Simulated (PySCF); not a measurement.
C4H10S, SMILES C(CS)CC, singlet at its GFN2-xTB optimised geometry (Å):

```
15

C      1.9522    -1.2394    -0.0629
C      0.4286    -1.2357    -0.0771
C     -0.1289     0.1846     0.0000
C     -1.6482     0.1846     0.0000
S     -2.3426     1.8749     0.0000
H      2.3426    -0.6812    -0.9108
H      2.3271    -0.7815     0.8499
H      2.3312    -2.2570    -0.1172
H      0.0714    -1.7141    -0.9916
H      0.0544    -1.8168     0.7691
H      0.2301     0.7662    -0.8519
H      0.2352     0.6681     0.9108
H     -2.0500    -0.3442     0.8649
H     -2.0395    -0.2742    -0.9078
H     -1.7838     2.2570     1.1467
```

Computed with PBE/def2-TZVP (PySCF). Cells within 0.4 Å of a nucleus heavier than hydrogen are left out (blank, or x).

Map of the LUMO amplitude (bohr^(-3/2)) on the plane z = 0.0 Å; orbital energy -0.37 eV, overall sign arbitrary:

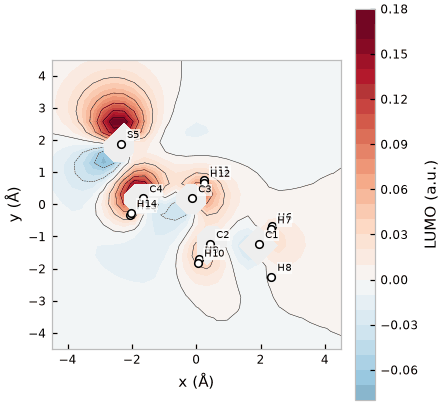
*LUMO amplitude (bohr^(-3/2)) on the plane z = 0.0 Å.*
